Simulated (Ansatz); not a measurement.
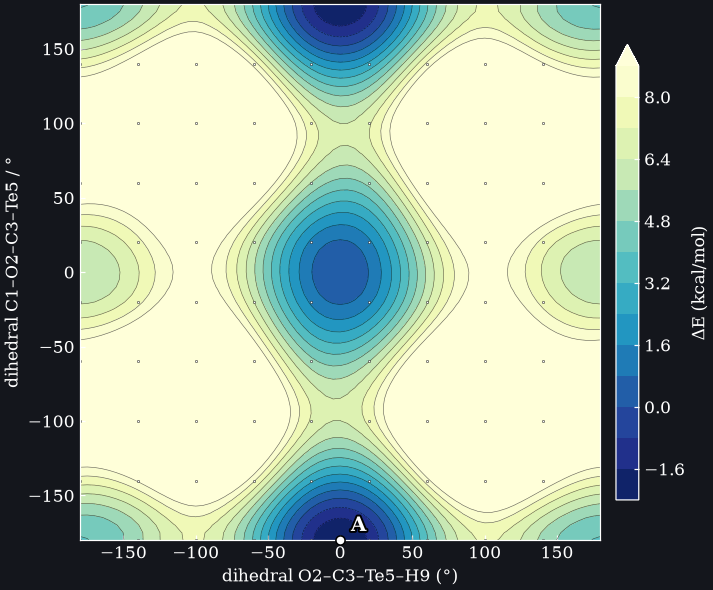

C2H4OSTe, SMILES COC(=S)[TeH]. The first coordinate is: dihedral O2–C3–Te5–H9; the second: dihedral C1–O2–C3–Te5. Nothing is relaxed (all other coordinates rigid). Grid: 9 × 9 points. Points are written as (first, second). All energies are given in kcal/mol relative to the relaxed molecule at the same level. Method: RKS B3LYP-D4/def2-SVP in Ansatz.

In the figure: filled contours, dots at the grid points, one colour for all values above the top of the scale, the well A. Between grid points the surface is interpolated.

**Where is the minimum, and how stiff is the well along each coordinate? Take the well at A.**

The interpolated minimum is at dihedral O2–C3–Te5–H9 ≈ 0°, dihedral C1–O2–C3–Te5 ≈ −180°. The curvatures there are about 0.62 eV/rad² and 0.97 eV/rad², with a cross term of about 0 eV/rad². Round the minimum the two coordinates are nearly uncoupled. (1 eV is 23.1 kcal/mol.)
